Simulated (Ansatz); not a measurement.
# ClFGaH: rigid scan of one bond length in Python

How does the energy of ClFGaH change as one bond is stretched? Wanted for ClFGaH: a rigid scan of one bond length.

Program: Ansatz 0.2.0 through its Python package. Level of theory: MP2/def2-SVP. These are calculated values, not measurements.

## Step 1: The system

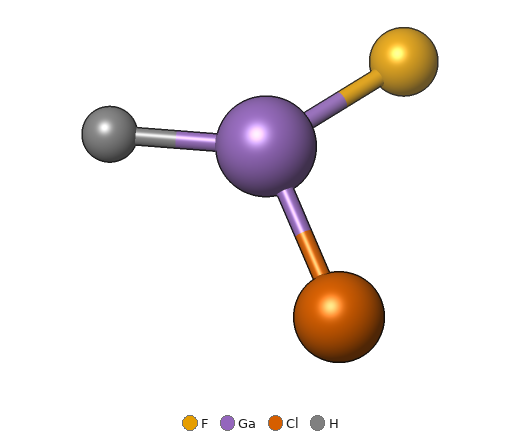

The starting structure, viewed from a chosen angle; fluorine amber, gallium purple, chlorine orange, hydrogen grey.

No structure file is read: the coordinates are typed or built in the script.

## Step 2: The code

The input, run_scan.py:

```python
'''Potential curve of ClFGaH along one bond.'''

import ansatz as az
import numpy as np

clfgah = (
    az.Crystal.molecule()
    .atom('F', (-1.7519, -0.1453, 0.4091))
    .atom('Ga', (-0.014, 0.1136, -0.2553))
    .atom('Cl', (0.9445, -1.5031, 0.4127))
    .atom('H', (0.877, 1.4745, -0.5868))
)

symbols = [site.symbol for site in clfgah.cartesian_sites]
start = np.array([site.position_ang for site in clfgah.cartesian_sites])
axis = (start[3] - start[1]) / np.linalg.norm(start[3] - start[1])
moving = [3]
lengths, energies = [1.461, 1.527, 1.594, 1.66, 1.726, 1.793, 1.859, 1.959], []
for length in lengths:
    xyz = start.copy()
    xyz[moving] += (length - np.linalg.norm(start[3] - start[1])) * axis
    point = az.Crystal.molecule()
    for symbol, place in zip(symbols, xyz):
        point = point.atom(symbol, place.tolist())
    calculation = (
        point.calculation()
        .basis(gaussian='def2-SVP')
        .correlation('MP2')
    )
    r = calculation.run(threads=1, backend='cpu').report
    energies.append(r['free_energy_ev'])
    print(f'r = {length:6.3f} A  E = {energies[-1]:.5f} eV  <S^2> = {abs(r["mean_field"]["state"]["spin_squared"]):.3f}')

# quartic fit about the minimum
fit = np.polynomial.Polynomial.fit(lengths, np.array(energies) - min(energies), 4).convert()
roots = [r.real for r in fit.deriv().roots() if abs(r.imag) < 1e-9 and fit.deriv(2)(r.real) > 0]
r_e = min(roots, key=lambda r: abs(r - lengths[int(np.argmin(energies))]))
print(f'minimum of the fit at {r_e:.4f} A, force constant {fit.deriv(2)(r_e):.2f} eV/A^2')
```

## Step 3: The calls as engine input

The package turns the script's settings into the engine's input (first run):

```yaml
crystal:
  periodic: [false, false, false]
  atoms:
    - { symbol: F, position_ang: [-1.7519, -0.1453, 0.4091] }
    - { symbol: Ga, position_ang: [-0.014, 0.1136, -0.2553] }
    - { symbol: Cl, position_ang: [0.9445, -1.5031, 0.4127] }
    - { symbol: H, position_ang: [0.7701557544420609, 1.3113077061955112, -0.547048184733494] }
basis:
  gaussian:
    orbitals: def2-SVP
correlation:
  method: mp2
```

## Step 4: The run

Run with:

```sh
python run_scan.py
```

Without the output at hand: what should come out? Wanted: range of energy; lowest point, distance.

As calculated:

| quantity | value |
| --- | --- |
| bond length at the fit's minimum | 1.5361 Å |
| runs compared | 8 |
| range of energy | 0.884 eV |
| lowest point, distance (Å) | 1.53 |

The curve has its lowest point inside the range, at 1.53. The ends stand 0.0514 and 0.884 eV above it. The distance scanned is the script's pair 1, 3. Caveats:
- The rest of the molecule is held rigid at a force-field or estimated start geometry, and the basis set is modest; single-reference methods fail as a bond breaks.
- The orbitals are restricted, so S² is zero by construction.
